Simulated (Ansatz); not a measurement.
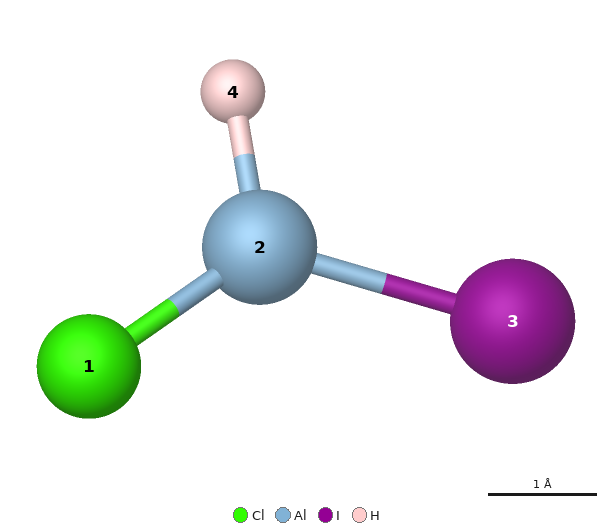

(Drawn from a calculation with Ansatz.)

The atoms are numbered. Geometry: moved along internal coordinates away from the minimum.

How are the neighbours of atom 2 arranged?

Answer. Al2 has 3 neighbours (Cl1 at 2.09, I3 at 2.45, H4 at 1.57 Å); the arrangement is trigonal planar.
